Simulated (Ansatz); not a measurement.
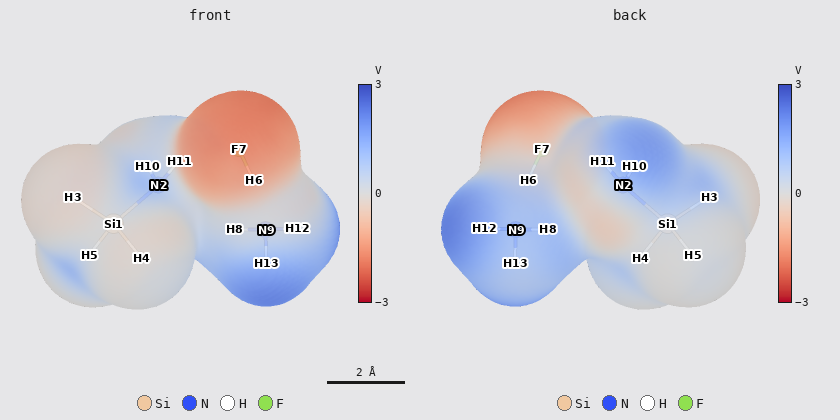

The picture shows: H₅NSi···HF···NH₃. The electrostatic potential painted on the density surface at 0.002 e/bohr³, seen from the front and from behind; the colour scale runs from red (negative) to blue (positive).

The reactant side of a reaction path; geometry: PBE0-D4/def2-TZVP.

Theory: Ansatz, RKS PBE0-D4/def2-TZVPP.

```yaml
atoms:
  - { symbol: Si, position_ang: [-1.6687, 0.8244, -0.7397] }
  - { symbol: N, position_ang: [-0.5951, -0.5134, -0.9444] }
  - { symbol: H, position_ang: [-1.8645, 1.6978, -1.9323] }
  - { symbol: H, position_ang: [-1.1387, 1.6752, 0.3590] }
  - { symbol: H, position_ang: [-2.9953, 0.2771, -0.3511] }
  - { symbol: H, position_ang: [2.0109, -0.0089, 0.2230] }
  - { symbol: F, position_ang: [2.2687, 0.2924, -0.6757] }
  - { symbol: H, position_ang: [0.4134, -0.8305, 1.0837] }
  - { symbol: N, position_ang: [1.3019, -0.5649, 1.5077] }
  - { symbol: H, position_ang: [-0.9336, -1.2909, -1.4920] }
  - { symbol: H, position_ang: [0.3616, -0.2928, -1.2076] }
  - { symbol: H, position_ang: [1.7182, -1.3819, 1.9357] }
  - { symbol: H, position_ang: [1.1211, 0.1164, 2.2339] }
```

> Describe the electrostatic potential map.

The most negative region (about −1.8 V, or −42 kcal/mol for a unit charge) lies over F7, the most positive (about +2.2 V, or +51 kcal/mol for a unit charge) over H12 and H13.
